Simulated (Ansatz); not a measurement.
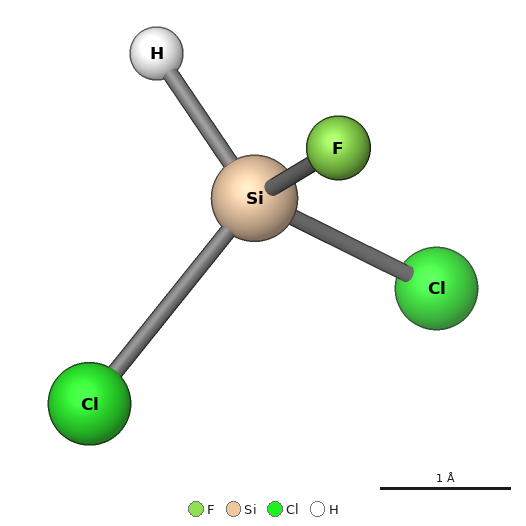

Starting geometry of the run.

The calculation was set up as follows.

```yaml
crystal:
  periodic: [false, false, false]
  atoms:
    - {symbol: F, position_ang: [0.085462, -0.627461, 1.475263]}
    - {symbol: Si, position_ang: [0.147748, -0.068806, 0.006151]}
    - {symbol: Cl, position_ang: [-0.565709, 1.877453, 0.139754]}
    - {symbol: Cl, position_ang: [-1.119781, -1.079895, -1.174530]}
    - {symbol: H, position_ang: [1.513496, -0.059833, -0.420876]}
basis:
  gaussian: {orbitals: def2-TZVPP}
correlation: {method: ccsd_t}
output: {forces: true}
```

Result:

```
Functional definition: HF
  name "HF"
  cite "Fock, Z. Phys. 61, 126 (1930) doi:10.1007/BF01340294"
  parent pbe
  exchange = exact_x
  correlation = 0
1033 factors; integrals over basis functions are off by at most 8.1e-4 eV
mean field evaluation 1: about -35596.2048 eV, gradient 3.0e1 eV
mean field evaluation 2: about -35596.4224 eV, gradient 3.0e1 eV
mean field evaluation 4: about -35598.2961 eV, gradient 2.1e0 eV
mean field evaluation 8: about -35598.3300 eV, gradient 2.3e-1 eV
mean field evaluation 16: about -35596.2046 eV, gradient 3.0e1 eV
mean field -35598.33024832 eV, -1308.2145072108 hartree, gradient 4.3e-6 eV, S^2 0.000000; 0 other end points of the search recorded, 0 dependent functions left out
16 core orbitals not correlated: weight in the atoms' cores, before any rotation towards them, 1.000 or more for the frozen orbitals, at most 0.000 for the correlated occupied ones
reference -35598.33024832 eV, -1308.2145072108 hartree; 13, 13 occupied and 142, 142 virtual orbitals, 1033 factors
second order -20.15756667 eV of doubles, -0.00000000 eV of singles
cycle   1  -20.70557947 eV  change   -5.5e-1 eV  update   8.6e-2
cycle   2  -21.11107579 eV  change   -4.1e-1 eV  update   2.4e-2
cycle   3  -21.20251709 eV  change   -9.1e-2 eV  update   1.2e-2
cycle   4  -21.19314376 eV  change    9.4e-3 eV  update   2.5e-3
cycle   5  -21.19135342 eV  change    1.8e-3 eV  update   9.9e-4
cycle   6  -21.19168407 eV  change   -3.3e-4 eV  update   2.9e-4
cycle   7  -21.19152366 eV  change    1.6e-4 eV  update   9.3e-5
cycle   8  -21.19150796 eV  change    1.6e-5 eV  update   2.4e-5
cycle   9  -21.19151827 eV  change   -1.0e-5 eV  update   8.9e-6
perturbative correction -0.78888233 eV, -0.0289908909 hartree
the calculation of the forces begins
Total energy: -35620.31064892 eV, -1309.0222720339 hartree
Atom 0 at     0.085462    -0.627461     1.475263 Å, force     0.039181    -0.351159     0.226172 eV/Å
Atom 1 at     0.147748    -0.068806     0.006151 Å, force    -0.887582     1.423654     0.505391 eV/Å
Atom 2 at    -0.565709     1.877453     0.139754 Å, force     0.369575    -0.594841    -0.128844 eV/Å
Atom 3 at    -1.119781    -1.079895    -1.174530 Å, force    -0.037970    -0.359444    -0.256871 eV/Å
Atom 4 at     1.513496    -0.059833    -0.420876 Å, force     0.516795    -0.118209    -0.345848 eV/Å
Dipole moment:     0.193847    -0.103331    -0.178017 e Å
```
